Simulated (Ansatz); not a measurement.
Phonon calculation of GeNH$_{3}$O

- system: GeNH$_{3}$O
- method: UKS CAM-B3LYP-D4/def2-SVP (Ansatz 0.2.0)

It belongs to a series of runs on one base structure; here: vibrations at the highest image of the band. Figures and captions count atoms from 1; the log counts them from 0 in places.

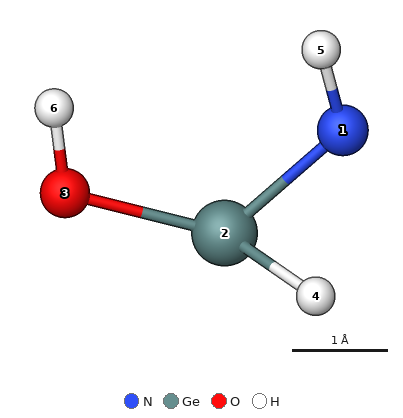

*The structure (ball-and-stick view, seen at a tilt; atoms are numbered from 1 in the order of the input). Sticks mark near contacts.*

**Summary**

| quantity | value |
| --- | --- |
| outcome | converged |
| total energy | −60093.3201 eV |
| mean-field energy | −60093.2429 eV |
| ⟨S²⟩ | 0.177 |
| largest force (length of the vector) | 0.036 eV/Å |
| hardware | 2 threads of Arm Neoverse V2, 24 GiB of memory available, shared host |
| wall time | 55 s (CPU time 1.8 min) |
| peak memory | 0.23 GiB |

**Remarks**

⟨S²⟩ is 0.18 against 0.00 for a pure state: the solution is spin-contaminated.

**Input**
```yaml
crystal:
  periodic: [false, false, false]
  atoms:
    - { symbol: "N", position_ang: [-1.261539, 0.372857, -0.255045] }
    - { symbol: Ge, position_ang: [-0.132982, -0.976896, 0.012634] }
    - { symbol: O, position_ang: [1.459628, -0.514174, 0.669586] }
    - { symbol: H, position_ang: [-0.476603, -0.668867, -1.528047] }
    - { symbol: H, position_ang: [-1.04267, 1.347361, 0.008027] }
    - { symbol: H, position_ang: [1.496166, 0.375721, 1.046445] }
magnetization:
  spin_polarized: true
basis:
  gaussian: { orbitals: def2-SVP }
hamiltonian:
  xc: cam_b3lyp
  dispersion: d4
phonons: {}
```

Launched with:
```bash
ansatz run input.yaml --threads 2 --pin off --max-ram 3072MiB --backend cpu --events-out ev --progress --plain --runs-dir out
```

**Log**
```
Engine: ansatz 0.2.0, aarch64-unknown-linux-gnu
Functional definition: CAM-B3LYP
  parameter alpha = 0.19
  parameter beta = 0.46
  parameter omega = 0.33/bohr
  parameter ac = 0.81
  exchange = (1 - alpha - beta)*b88_x + beta*b88_x_sr(omega) + alpha*exact_x + beta*exact_x_lr(omega)
  correlation = (1 - ac)*vwn5_c + ac*lyp_c
802 factors; integrals over basis functions are off by at most 2.5e-4 eV
215 factors; integrals over basis functions are off by at most 1.2e-6 eV
mean field evaluation 1: about -60082.0255 eV, gradient 5.1e1 eV
mean field evaluation 2: about -60059.2527 eV, gradient 8.2e1 eV
mean field evaluation 4: about -60092.8607 eV, gradient 9.4e0 eV
mean field evaluation 8: about -60093.2271 eV, gradient 3.4e-1 eV
mean field evaluation 16: about -60093.2279 eV, gradient 1.7e-4 eV
mean field evaluation 32: about -60093.0138 eV, gradient 1.9e0 eV
mean field -60093.24282273 eV, -2208.3859410725 hartree, gradient 1.8e-5 eV, S^2 0.177345; 5 other end points of the search recorded, 0 dependent functions left out
the calculation of the forces begins
reference -60093.24292154 eV, -2208.3859447036 hartree; 25, 25 occupied and 50, 50 virtual orbitals, 802 factors
these checks for a lower state are left out or cut short: stability, starts, cluster_reference, orbital_swaps, neighbouring_geometries, increment
802 factors; integrals over basis functions are off by at most 2.5e-4 eV
215 factors; integrals over basis functions are off by at most 1.2e-6 eV
mean field -60093.24269171 eV, -2208.3859362575 hartree, gradient 2.5e-6 eV, S^2 0.173050; 0 other end points of the search recorded, 0 dependent functions left out
[... from here on the field's lines of each further geometry are left out, up to the last ...]
the calculation of the forces begins
reference -60093.24290000 eV, -2208.3859439121 hartree; 25, 25 occupied and 50, 50 virtual orbitals, 802 factors
these checks for a lower state are left out or cut short: stability, starts, cluster_reference, orbital_swaps, neighbouring_geometries, increment
802 factors; integrals over basis functions are off by at most 2.5e-4 eV
215 factors; integrals over basis functions are off by at most 1.2e-6 eV
mean field -60093.24279245 eV, -2208.3859399596 hartree, gradient 3.0e-6 eV, S^2 0.177294; 0 other end points of the search recorded, 0 dependent functions left out
the calculation of the forces begins
reference -60093.24289124 eV, -2208.3859435900 hartree; 25, 25 occupied and 50, 50 virtual orbitals, 802 factors
WARN: phonons: modes at or below zero, which the zero-point energy, F, S and C_V leave out: 1, the lowest at -1368.35 cm⁻¹. A minimum has none, and a first-order saddle one
Total energy: -60093.32009282 eV, -2208.3887806958 hartree
Atom 0 at    -1.261539     0.372857    -0.255045 Å, force    -0.031448     0.016957     0.001137 eV/Å
Atom 1 at    -0.132982    -0.976896     0.012634 Å, force     0.019611    -0.023564     0.014835 eV/Å
Atom 2 at     1.459628    -0.514174     0.669586 Å, force     0.006737    -0.005427     0.002564 eV/Å
Atom 3 at    -0.476603    -0.668867    -1.528047 Å, force     0.001957     0.000760    -0.016714 eV/Å
Atom 4 at    -1.042670     1.347361     0.008027 Å, force    -0.000293     0.009880    -0.003075 eV/Å
Atom 5 at     1.496166     0.375721     1.046445 Å, force     0.003436     0.001393     0.001253 eV/Å
Dipole moment:     0.097532     0.312668     0.130887 e Å
Vibrations: -1368.35 207.85 276.16 457.75 612.24 687.09 728.03 821.25 926.95 1880.54 3424.87 3845.22 cm⁻¹, zero-point energy 0.859704 eV
```

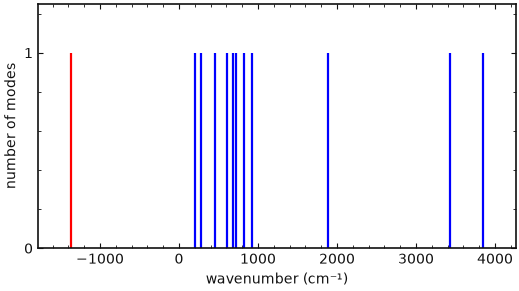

*Harmonic vibrational wavenumbers from the force constants; neighbouring modes closer than 24 cm⁻¹ are counted in one stick, and imaginary ones are drawn at negative wavenumbers.*

12 modes from 1368i to 3845 cm⁻¹, 1 imaginary beyond 8i (1368i cm⁻¹): a first-order saddle point, if the geometry is stationary.
